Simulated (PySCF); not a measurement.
**C$_{7}$H$_{10}$Cl$_{2}$Si (SMILES C#C/C=C(\C(Cl)Cl)[SiH](C)C): density, localisation and related maps**

Input

```
{"job": {"kind": "nmr", "xc": "PBE0", "basis": "pcSseg-1"}, "charge": 0, "multiplicity": 1}
C      3.896251    -0.129052    -0.847477
C      2.714978     0.058836    -0.725973
C      1.332663     0.295629    -0.599592
C      0.503189    -0.370779     0.213841
C      1.031988    -1.455569     1.072894
Cl     0.728607    -1.068317     2.785679
Cl     0.213904    -2.988794     0.676087
Si    -1.355914     0.016951     0.319855
C     -2.089785    -0.236310    -1.416133
C     -1.528523     1.832435     0.858590
H      4.927473    -0.290768    -0.955572
H      0.945801     1.088355    -1.227159
H      2.106116    -1.623398     0.963394
H     -1.991214    -0.878367     1.290317
H     -1.962761    -1.259625    -1.755734
H     -1.620623     0.413635    -2.149344
H     -3.152757    -0.017731    -1.417303
H     -1.053780     2.507756     0.152362
H     -2.574567     2.112820     0.927506
H     -1.076194     2.002970     1.830725
```

Run with:

```sh
OMP_NUM_THREADS=1 python probes_run.py task.json out
```

Geometry: GFN2-xTB.

These are results of PySCF 2.14.0, PBE0/pcSseg-1, SCF density, gas phase, non-relativistic, not measurements.

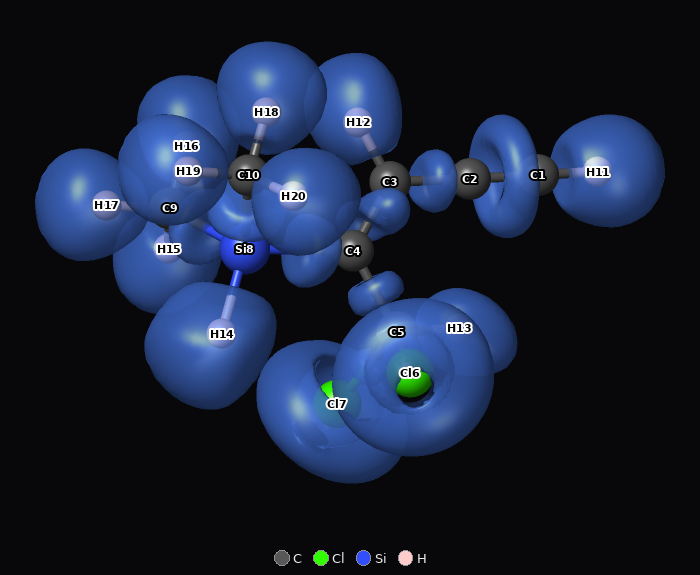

Figure 1. Isosurface of the ELF at 0.8 (blue), seen at a tilt. Core shells and regions of very low density are left out.

Question: Identify the bonds, lone pairs and shells in this picture.

Answer: The surface consists of four regions between bonded C–C atoms (shared pairs), two regions between bonded C–Cl atoms (shared pairs), three regions between bonded C–Si atoms (shared pairs), ten regions around hydrogen nuclei and two rings or bowls of non-bonding electrons around Cl.


C–C (1.20 Å): the ELF peaks at about 0.85 between the atoms; a multiple bond. C–Cl (1.78 Å): the ELF peaks at about 0.90 between the atoms (a shared electron pair).

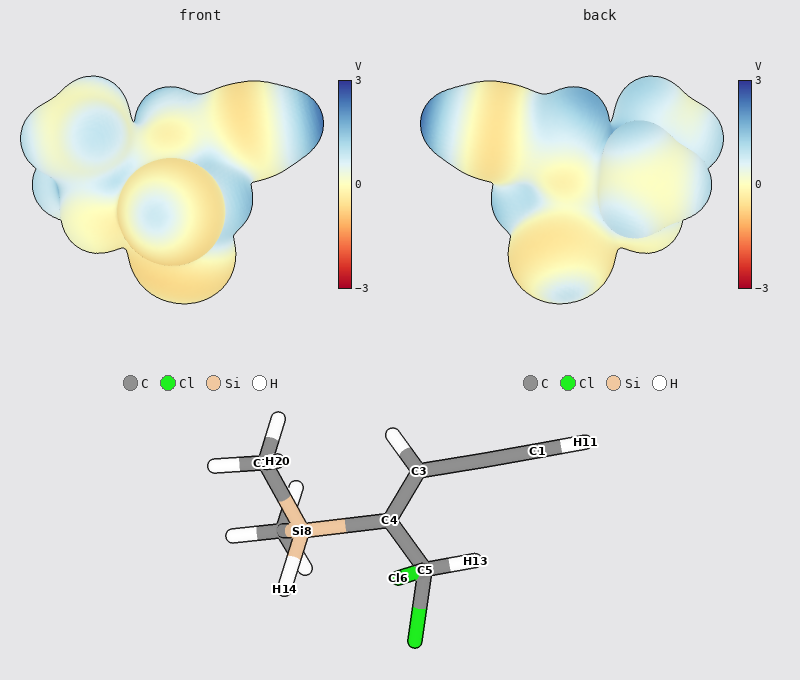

Figure 2. The molecular electrostatic potential painted on the density surface at 0.004 e/bohr³, seen from the front and from behind; the colour scale runs from red (negative) to blue (positive). The bare structure is drawn below in the same view.

Question: Which sites attract a positive test charge, and which a negative one?

Answer: A positive charge is drawn to the negative regions and a negative charge to the positive ones. The most negative region (about −0.6 V) lies over Cl6 and Cl7, the most positive (about +2.3 V) over H11. Cl6 shows a σ-hole: about +0.8 V at the tip opposite its bond, against about −0.3 V on its flanks. Cl7 shows a σ-hole: about +0.8 V at the tip opposite its bond, against about −0.2 V on its flanks.

Question: How polar is the molecule by this calculation?

Answer: Its dipole moment is 2.16 D.

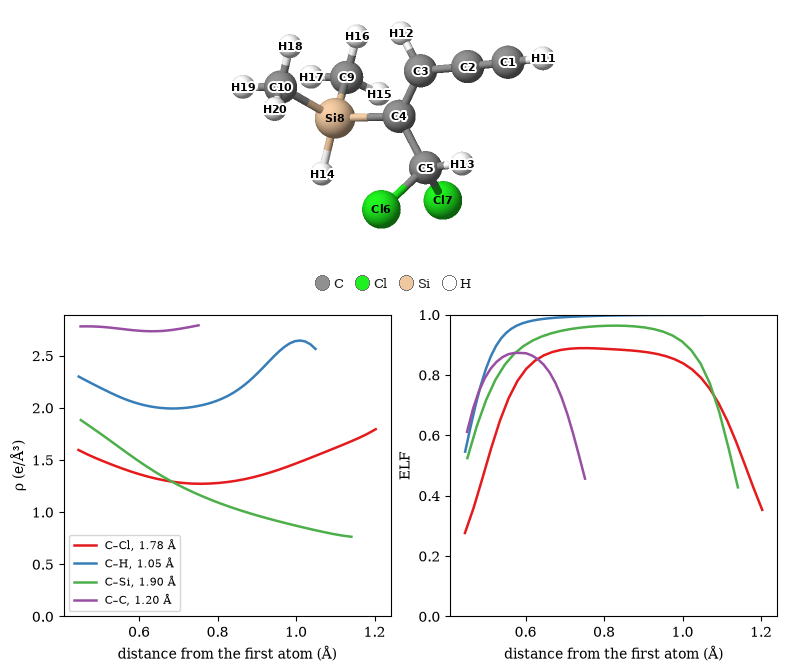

Figure 3. Electron density and ELF along straight lines between neighbouring atoms. The curves leave out the atomic cores. The structure is drawn too.

Question: Compare the contacts.

Answer: C–Cl (1.78 Å): the density is about 1.3 e/Å³ at the midpoint; the ELF peaks at about 0.90 between the atoms: localised, covalent bonding.
C–H (1.05 Å): the density is about 2.1 e/Å³ at the midpoint; the ELF climbs to about 1 towards the hydrogen, as it does in any bond to H (an ordinary covalent bond to hydrogen).
C–Si (1.90 Å): ρ is about 0.92 e/Å³ halfway; the ELF peaks at about 0.95 between the atoms (a shared electron pair).
C–C (1.20 Å): the density is about 2.7 e/Å³ at the midpoint; the ELF peaks at about 0.85 between the atoms (a multiple bond).
